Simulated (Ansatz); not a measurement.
# FGeH3O3···HF: what the fields show

```csv
atom,x (Å),y (Å),z (Å)
Ge,0.5736,0.0200,-0.2518
F,-1.1551,1.4971,2.0227
O,1.6791,0.2824,-1.5830
H,1.5891,-0.3695,-2.2922
O,-1.0618,0.5345,-0.5330
H,-1.4296,0.9102,0.2945
F,0.6485,-1.6656,0.1530
O,1.1620,0.9394,1.1590
H,2.0469,0.7124,1.4755
H,-0.2089,1.4262,1.9439
```

The calculation used Ansatz, RKS B3LYP-D4/def2-SVP.

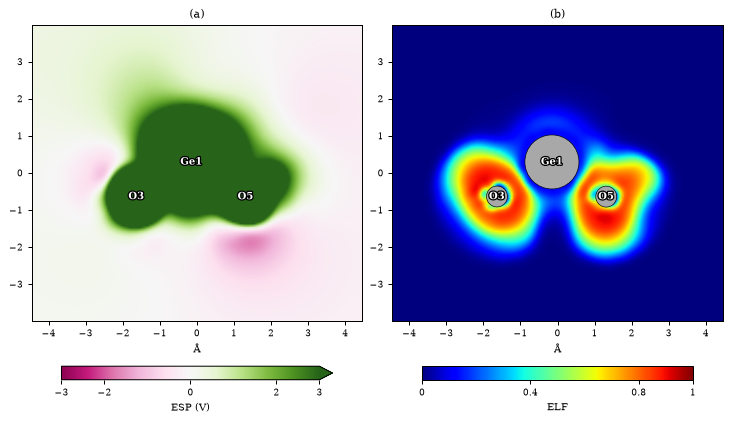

Figure 1. (a) electrostatic potential; (b) ELF on the plane of atoms O3, Ge1 and O5. Grey discs cover the atomic cores in the ELF map.

Q: What do the fields say about this system?

A: Atoms in the plane: Ge and O.
Ge–O (1.74 Å): the ELF peaks at about 0.80 in the valence shell of O, 0.6 Å from its nucleus, and is about 0.35 at the midpoint.
The ELF also peaks beside O5 and O3, away from the bonds: lone-pair regions.
Outside the dense part of the complex the potential is most negative (−1.7 V) near O5.

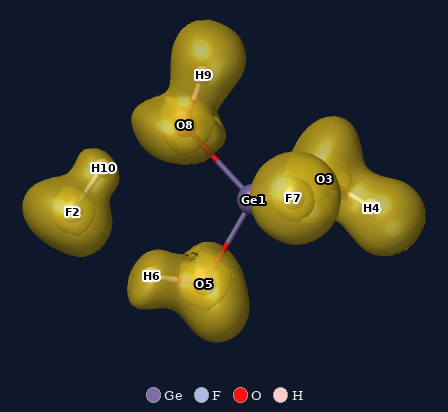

Figure 2. Isosurface of the ELF at 0.75 (yellow), seen at an oblique angle. Core shells and regions of very low density are left out.

Q: Identify the bonds, lone pairs and shells in this picture.

A: The ELF exceeds this value in one region wrapped around F (its valence shell), one joined region spread over several atoms (F, H), in which their bonds and any lone pairs are merged and three joined regions spread over several atoms (H, O), in which their bonds and any lone pairs are merged. Profiles from the grid: O8···H10 (1.65 Å): the ELF dips to about 0.15 between them; a closed-shell contact with the geometry of a hydrogen bond. Ge–F (1.74 Å): the ELF peaks at about 0.85 in the valence shell of F, 0.6 Å from its nucleus, and is about 0.20 at the midpoint.

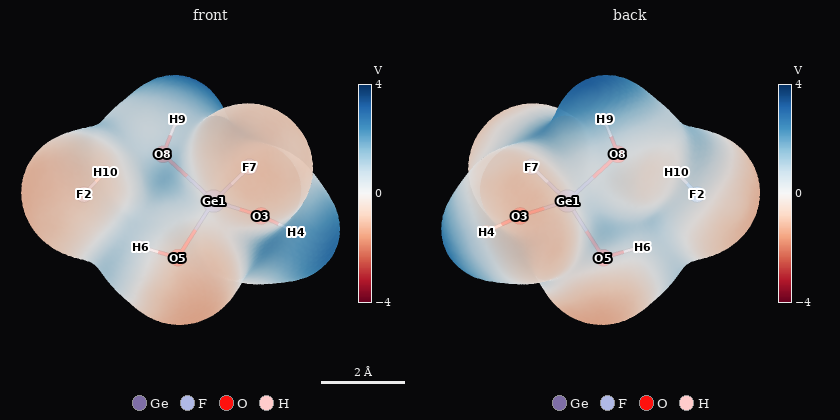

Figure 3. The molecular electrostatic potential painted on the density surface at 0.002 e/bohr³, seen from the front and from behind; red is negative and blue positive.

Q: Which sites attract a positive test charge, and which a negative one?

A: A positive charge is drawn to the negative regions and a negative charge to the positive ones. The most negative region (about −1.3 V) lies over O5, the most positive (about +3.1 V) over H9. O5 is the likeliest acceptor of a hydrogen bond.

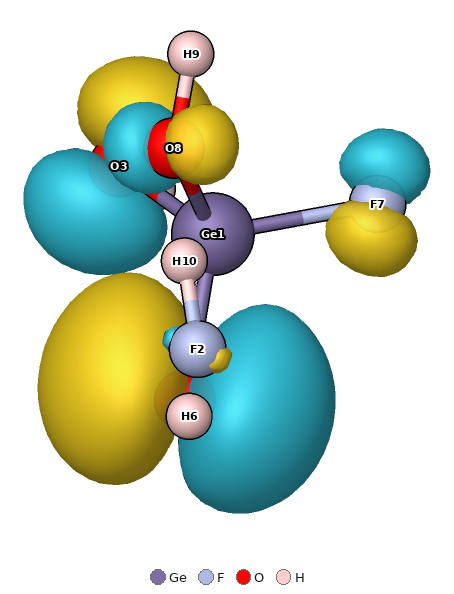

Figure 4. One frontier orbital at ±0.1 Å⁻³ᐟ² (yellow and cyan are the two phases), seen at an oblique angle.

Q: Which orbital is it: HOMO or LUMO?

A: The HOMO, at −9.07 eV. It lies mainly on O5 (about 65 %), O3 (about 15 %) and Ge1 (about 10 %); largely a lone pair of O5.
